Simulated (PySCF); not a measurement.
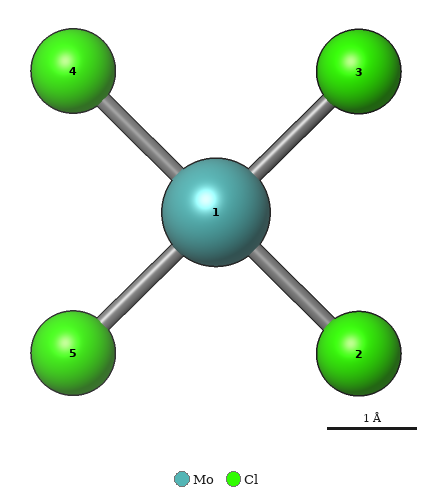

*The input geometry (ball-and-stick view, seen on its broad side; atoms are numbered from 1 in the order of the input). Sticks mark near contacts.*

**Run report: MoCl4, frequency calculation**

The run: frequency calculation of MoCl4, multiplicity 3. Method and program: UKS-based PBE0, Mo def2-TZVP with ECP28, Cl def2-TZVP; non-relativistic Hamiltonian with a scalar-relativistic core potential; density fitting (PySCF 2.14.0).

## Output
```
init E= -1908.58403799095
  alpha nocc = 42  HOMO = -0.287345621368328  LUMO = -0.155621267858092
  beta  nocc = 40  HOMO = -0.327110032809938  LUMO = -0.167879776008645
  HOMO = -0.287345621368  LUMO = -0.167879776009  gap/eV = 3.25083
cycle= 1 E= -1908.58403799094  delta_E= 1.46e-11  |g|= 6.25e-06  |ddm|= 8.75e-06
  alpha nocc = 42  HOMO = -0.287345019054154  LUMO = -0.155620247004771
  beta  nocc = 40  HOMO = -0.327110179524554  LUMO = -0.167878764557154
  HOMO = -0.287345019054  LUMO = -0.167878764557  gap/eV = 3.25084
Extra cycle  E= -1908.58403799085  delta_E= 8.19e-11  |g|= 1.32e-05  |ddm|= 1.71e-05
converged SCF energy = -1908.58403799085  <S^2> = 2.0188718  2S+1 = 3.012555
```

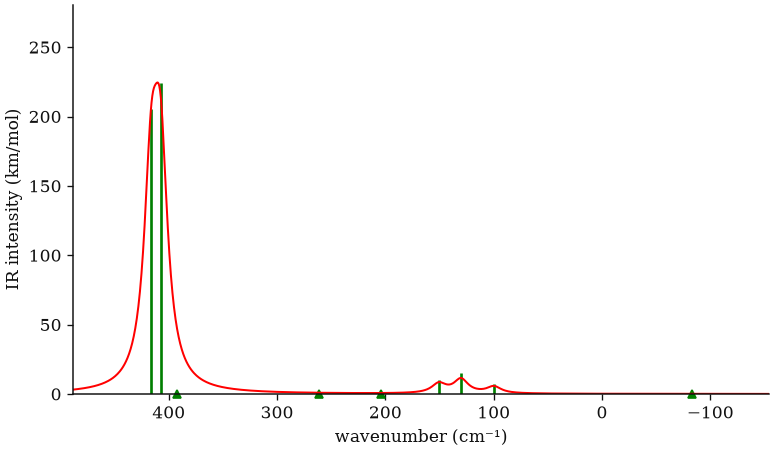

*Harmonic infrared spectrum, unscaled: sticks (degenerate modes added up, dark ones marked on the axis) with a Lorentzian envelope of 16 cm⁻¹ full width, scaled to the tallest stick; imaginary modes are drawn at negative wavenumbers.*

9 modes from 83i to 416 cm⁻¹, 1 imaginary beyond 8i (83i cm⁻¹): not a clean minimum; so soft a mode can be a shallow saddle, an incomplete relaxation or noise of the force constants. The strongest line is at 407 cm⁻¹ (225 km/mol). All modes, in cm⁻¹ (km/mol): 83i (0.0), 100 (7.2), 130 (14.9), 151 (10.2), 204 (0.0), 261 (0.0), 392 (0.0), 407 (225), 416 (205).

This output came from the following input.

## Input file
```python
from pyscf import gto, scf, dft
mol = gto.M(atom='''
Mo     0.000000    -0.000000     0.000000
Cl     2.270577     0.018261    -0.000000
Cl     0.018261     2.270577    -0.000000
Cl    -2.270577    -0.018261     0.000000
Cl    -0.018261    -2.270577     0.000000''',
    basis={'Mo': 'def2-TZVP', 'Cl': 'def2-TZVP'},
    ecp={'Mo': 'def2-TZVP'},
    charge=0, spin=2)
mf = dft.UKS(mol, xc='PBE0')
mf.grids.atom_grid = (75, 302)
aux = {'Mo': 'def2-universal-JKFIT', 'Cl': 'def2-universal-JKFIT'}
mf = mf.density_fit(auxbasis=aux)
mf.conv_tol = 1e-09
mf.diis_space = 10
mf.max_cycle = 60
mf.verbose = 4
mf.kernel()
```

The script is an equivalent of the set-up of the self-consistent field. The run itself was carried out by a driver, which started from the orbitals of the step before it where there was one and computed the further properties.

Run as:
```bash
OMP_NUM_THREADS=4 python axn.py task.json out
```

## Summary

| quantity | value |
| --- | --- |
| outcome | converged |
| total energy | −1908.584038 hartree |
| ⟨S²⟩ | 2.019 |
| zero-point energy | 0.004698 hartree |
| dipole moment | 0.00 D |
| wavenumbers, lowest and highest | 83i and 416 cm⁻¹ |
| hardware | 4 threads of Intel Xeon (Granite Rapids), 192 GiB of memory available, shared host |
| wall time | 1.7 min (CPU time 5.8 min) |
| peak memory | 2.2 GiB |
